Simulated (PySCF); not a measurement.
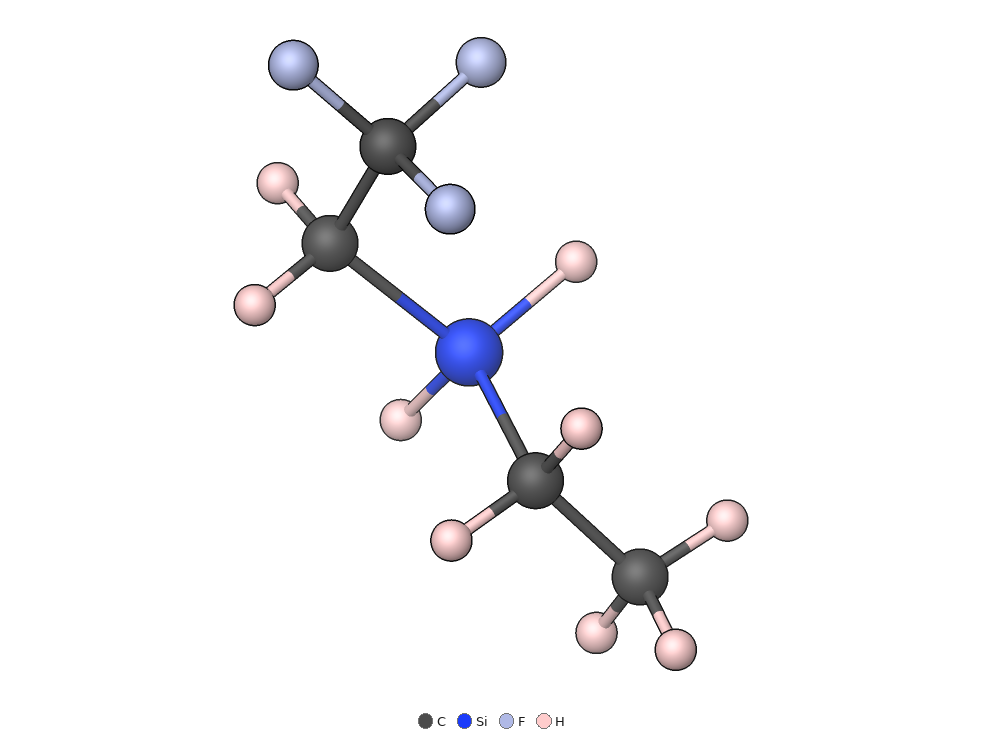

Computed geometry: GFN2-xTB optimisation. No frequency run is at hand to confirm it as a minimum. Properties computed with CAM-B3LYP/def2-SVPD, gas phase (PySCF 2.14.0). Excitations: vertical, linear response.

Computed properties:

The species is C₄H₉F₃Si (`CC[SiH2]CC(F)(F)F`).
- dipole moment: 2.55 D
- HOMO energy (Kohn–Sham orbital): −10.08 eV
- LUMO energy (Kohn–Sham orbital): 1.14 eV
- HOMO–LUMO gap: 11.22 eV
- mean static polarisability: 77.4 bohr³
- lowest vertical singlet excitation: 8.11 eV
- its oscillator strength: 0.009
- brightest of the 8 lowest singlets: 9.15 eV
- its oscillator strength: 0.14

The geometry is semi-empirical. Around Si such bond lengths and angles can be off by a tenth of an ångström or more and by several degrees, and values that hang on the shape move with them.
